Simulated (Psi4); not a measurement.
# H3NSi (SMILES [N][SiH3]), step by step

Wanted: a geometry optimisation (UTPSS/def2-SVP), then the harmonic vibrations, then the energy (UCCSD(T)/def2-TZVP) of H3NSi. 

The calculation is run with Psi4 1.11.

**1. The structure to begin with**

H3NSi has 5 atoms, charge 0, and is taken as a triplet. SMILES: `[N][SiH3]`. Geometry: a GFN2-xTB relaxation, a rough one for these elements and not checked as a minimum. The run starts from this shape.

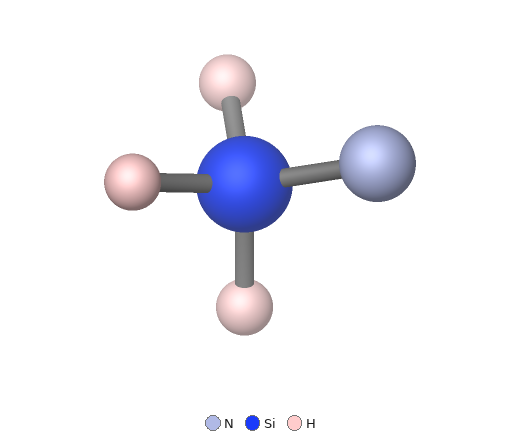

Viewed from a chosen angle; nitrogen light blue, silicon blue, hydrogen pink.

**2. A structure relaxation at UTPSS/def2-SVP (density fitting) (run 1)**

Contents of run.py:

```python
import psi4

psi4.set_memory('1600 MB')
psi4.set_num_threads(1)
psi4.set_output_file('h3nsi.out', False)

molecule = psi4.geometry("""
0 3
N
Si 1 1.655222
H 2 1.475721 1 111.26844
H 2 1.475928 3 107.72827 1 122.03018
H 2 1.475871 3 107.70779 4 115.92567
units angstrom
symmetry c1
""")

psi4.set_options({
    'basis': 'def2-SVP',
    'reference': 'uks',
    'geom_maxiter': 60,
})

e, wfn = psi4.optimize('tpss', return_wfn=True)
print(f'tpss energy: {e:.10f} Eh')
molecule.save_xyz_file('final.xyz', False)
```

Started as:

```console
$ python run.py
```

h3nsi.out:

```text
Psi4 1.11 release

gradient() will perform analytic gradient computation.

   => Loading Basis Set <=

    Name: DEF2-SVP
    Role: ORBITAL
    Keyword: BASIS

         ---------------------------------------------------------
                                   SCF
                              UKS Reference
                        1 Threads,   1525 MiB Core
         ---------------------------------------------------------

  ==> Geometry <==

    Molecular point group: c1
    Full point group: C1

    Geometry (in Angstrom), charge = 0, multiplicity = 3:

[... 169 lines left out ...]
   @S   Observed:                1.000000000E+00
[... 359 lines left out ...]
    Final Occupation by Irrep:
[... 287 lines left out ...]
    Nuclear Repulsion Energy =             48.5969158618789052
[... 261 lines left out ...]
    Two-Electron Energy =                 207.5041876666638245
[... 261 lines left out ...]
    VV10 Nonlocal Energy =                  0.0000000000000000
[... 284 lines left out ...]
 Dipole Z            :         -2.2633239            2.8923851            0.6290612
[... 402 lines left out ...]
	  Convergence Criteria     1.00e-06 *    3.00e-04 *             o    1.20e-03 *             o
[... 4 lines left out ...]
Next Geometry in Ang
	Fragment 1 (Ang)

	    N  -0.0000060432   0.0000134194  -1.2795162487
	   Si  -0.0000001625   0.0000001474   0.5305142587
	    H   0.0000044212  -1.4095899046   1.0208443132
	    H  -1.2207309204   0.7047637572   1.0208999412
	    H   1.2207303933   0.7047711757   1.0209016681

    Final optimized geometry and variables:
    Molecular point group: c1
    Full point group: C1

    Geometry (in Angstrom), charge = 0, multiplicity = 3:

    N
    SI            1    1.810073
    H             2    1.492453      1  109.198954
    H             2    1.492454      3  109.739881      1  119.667811
    H             2    1.492454      3  109.740450      4  120.664524

[set-up sections that repeat, and orbital energies of the middle runs, are left out above]
```

The script printed:

```text
Optimizer: Optimization complete!
tpss energy: -345.8301192159 Eh
```

Wall time 40 s (1 thread of AMD EPYC 9R45 (Zen 5), shared host); peak memory 0.59 GiB.

The path in brief:

```csv
step,energy from the first frame kept (eV),largest force (eV/Å)
0,0.0000,4.1447
1,-0.2606,1.4710
2,-0.2919,0.5404
3,-0.2967,0.2219
4,-0.2980,0.0879
5,-0.2983,0.0258
6,-0.2983,0.0026
```

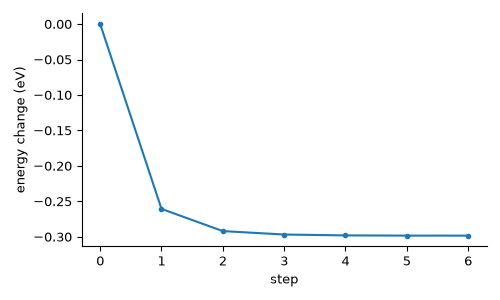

Energy along the run.

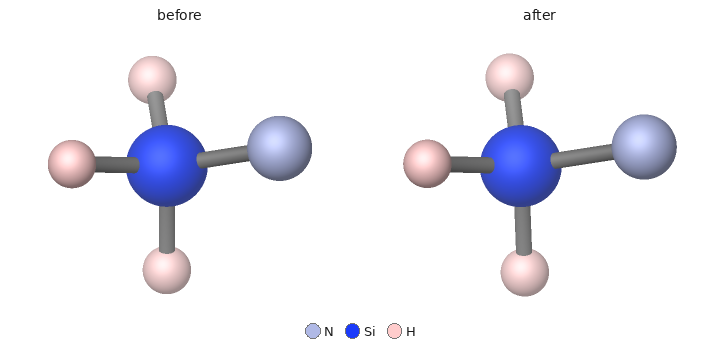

Before and after, at one scale.

After the run. Bond lengths: N1–Si2 1.810 Å, Si2–H3 1.492 Å, Si2–H4 1.492 Å, Si2–H5 1.492 Å. Angles: N1–Si2–H3 109.2°, N1–Si2–H4 109.2°, N1–Si2–H5 109.2°, H3–Si2–H4 109.7°, H3–Si2–H5 109.7°, H4–Si2–H5 109.7°.

**3. The harmonic vibrations at UTPSS/def2-SVP (density fitting) (run 2)**

Contents of calc.inp:

```
memory 1600 MB

molecule {
  0 3
  N     -1.633638     0.355456     0.509891
  Si     0.057946    -0.012710    -0.018655
  H      0.059970    -0.319546    -1.479225
  H      0.565315    -1.190617     0.744582
  H      0.924673     1.172512     0.248650
}

set globals {
  reference uks
  t 600.0
  rotational_symmetry_number 3
}

frequency("tpss/def2-SVP")
print_variables()
```

Started as:

```console
$ psi4 -n 1 calc.inp calc.out
```

calc.out:

```text
Psi4 1.11 release

         ----------------------------------------------------------
                                   FINDIF
         ----------------------------------------------------------

[... 721 lines left out ...]
   @S   Observed:                1.000000000E+00
[... 828 lines left out ...]
   @DF-UKS iter  10:  -345.83011860989211   -2.51816e-11   2.86526e-08 DIIS
[... 836 lines left out ...]
   @DF-UKS iter   3:  -345.82596106938530   -8.57557e-02   1.59648e-03 ADIIS/DIIS
[... 710 lines left out ...]
 Dipole Z            :          0.6586618           -0.8430435           -0.1843817
[... 813 lines left out ...]
    Two-Electron Energy =                 207.4154296902401029
[... 826 lines left out ...]
   @S^2 Observed:                2.005953567E+00
[... 961 lines left out ...]
  "TPSS DIPOLE GRADIENT"         =>      -0.112994018415 ... -0.206078784314 15 by 3
[... 3 lines left out ...]
    Psi4 run time: 0:02:45.95

[set-up sections that repeat, and orbital energies of the middle runs, are left out above]
```

Standard output:

```text
Warning: used thermodynamics relations inappropriate for low-frequency modes: ['552.0211' '552.5918']
```

Wall time 2.8 min (1 thread of AMD EPYC 9R45 (Zen 5), shared host); peak memory 0.58 GiB.

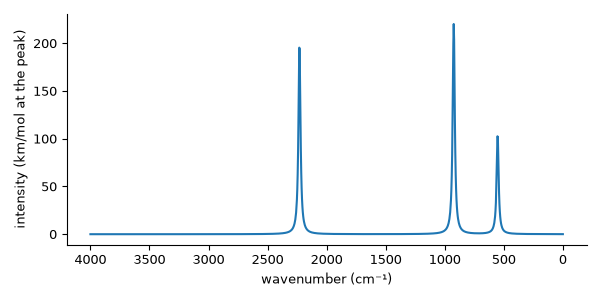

Harmonic infrared spectrum, unscaled, lines broadened by 10 cm⁻¹.

**4. A single-point energy at UCCSD(T)/def2-TZVP (run 3)**

Contents of calc.inp:

```
memory 1.6 GB

molecule {
  0 3
  N
  Si 1 R2
  H 2 R3 1 A3
  H 2 R4 3 A4 1 D4
  H 2 R5 3 A5 4 D5

  R2 = 1.810073
  R3 = 1.492453
  A3 = 109.19893
  R4 = 1.492454
  A4 = 109.73984
  D4 = 119.66777
  R5 = 1.492454
  A5 = 109.74045
  D5 = 120.66455
}

set {
  basis def2-TZVP
  reference uhf
  scf_type pk
  num_frozen_docc 6
}

energy("ccsd(t)")
print_variables()
```

Started as:

```console
$ psi4 calc.inp calc.out -n 1
```

calc.out:

```text
Psi4 1.11 release

   => Loading Basis Set <=

    Name: DEF2-TZVP
    Role: ORBITAL
    Keyword: BASIS

         ---------------------------------------------------------
                                   SCF
                              UHF Reference
                        1 Threads,   1525 MiB Core
         ---------------------------------------------------------

  ==> Geometry <==

    Molecular point group: c1
    Full point group: C1

    Geometry (in Angstrom), charge = 0, multiplicity = 3:

[... 90 lines left out ...]
   @UHF iter   3:  -345.09210353335152   -2.67479e-02   7.30414e-04 ADIIS/DIIS
[... 9 lines left out ...]
   @UHF iter  13:  -345.09960137443704   -2.38742e-11   1.63424e-08 DIIS
[... 57 lines left out ...]
    Nuclear Repulsion Energy =             48.3110655307900245
[... 162 lines left out ...]
	SCF energy                   =   -345.09960137444250
[... 120 lines left out ...]
    Opposite-spin MP2 correlation energy      =   -0.195547950664545
[... 31 lines left out ...]
    AAA (T) energy                             =   -0.000350855625480
[... 46 lines left out ...]
  "SCF TOTAL ENERGY"                      =>    -345.099601374442
[... 2 lines left out ...]
  Array Variable Map:
  ----------------------------------------------------------------------------
  "CURRENT DIPOLE"                        =>       0.000001059267 ... 0.655545757468 1 by 3
  "SCF DIPOLE"                            =>       0.000001059267 ... 0.655545757468 1 by 3
  "SCF TOTAL ENERGIES"                    =>    -343.968425492806 ... -345.099601374442 1 by 15

    Psi4 run time: 0:00:21.21
```

It took 22 s on 1 thread of AMD EPYC 9R45 (Zen 5), shared host; peak memory 0.71 GiB.

**5. What came out**

| quantity | value |
| --- | --- |
| run 1, UTPSS/def2-SVP: total energy at the end | -345.83012 Eh |
| run 1, UTPSS/def2-SVP: dipole moment | 1.61 D |
| run 1, UTPSS/def2-SVP: HOMO energy (highest over α and β) | -7.18 eV |
| run 1, UTPSS/def2-SVP: LUMO energy (lowest over α and β) | -3.83 eV |
| run 1, UTPSS/def2-SVP: ⟨S²⟩ | 2.006 |
| run 2, UTPSS/def2-SVP: lowest harmonic wavenumber | 552 cm⁻¹ |
| run 2, UTPSS/def2-SVP: highest harmonic wavenumber | 2231 cm⁻¹ |
| run 2, UTPSS/def2-SVP: zero-point energy | 67.5 kJ/mol |
| run 2, UTPSS/def2-SVP: ideal-gas entropy at 600 K (symmetry number 3 as used) | 70.2 cal/(mol K) |
| run 3, UCCSD(T)/def2-TZVP: total energy | -345.39338 Eh |
| run 3, UCCSD(T)/def2-TZVP: HOMO energy (Hartree–Fock orbitals) (highest over α and β) | -11.93 eV |
| run 3, UCCSD(T)/def2-TZVP: LUMO energy (Hartree–Fock orbitals) (lowest over α and β) | 2.07 eV |
| run 3, UCCSD(T)/def2-TZVP: correlation energy (6 core orbitals frozen) | -293.8 mEh |
| run 3, UCCSD(T)/def2-TZVP: (T) correction | -8.45 mEh |
| run 3, UCCSD(T)/def2-TZVP: ⟨S²⟩ | 2.016 |
| run 3, UCCSD(T)/def2-TZVP: T1 diagnostic | 0.024 |

In words: The optimisation (run 1, UTPSS/def2-SVP) took 7 steps and changed the energy by -0.298 eV. All 9 modes are real, so the shape is a minimum at this level. The triples (run 3, UCCSD(T)/def2-TZVP) make up 2.9 % of the correlation energy.
